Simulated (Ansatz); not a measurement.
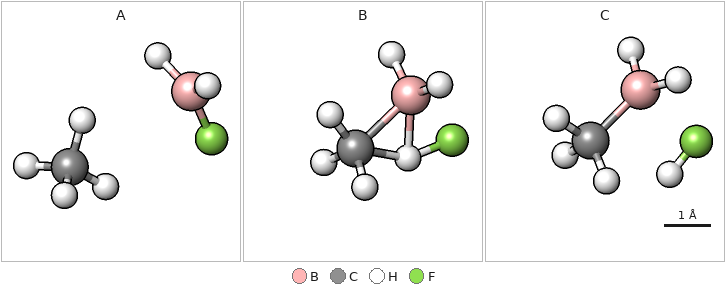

3 geometries from a converged minimum-energy path of CH$_{6}$BF, shuffled. Style: ball-and-stick. Shown at a tilt.

Level of theory: RKS PBE0-D4/def2-SVP in Ansatz. Set-up: 7 movable images; climbing image; force threshold 0.05 eV/Å; iteration limit 60; starting path through a guess of the saddle point.

Which frame is the transition state?

B. In order along the path, whose images run from 0 to 8: C (image 0, 0.0 kJ/mol), B (image 2, +47.2 kJ/mol), A (image 8, −138.6 kJ/mol). Breaking: B–C (1.58 → 3.28 Å), F–H (0.93 → 2.75 Å). Forming: B–F (2.05 → 1.32 Å), C–H (2.40 → 1.10 Å).
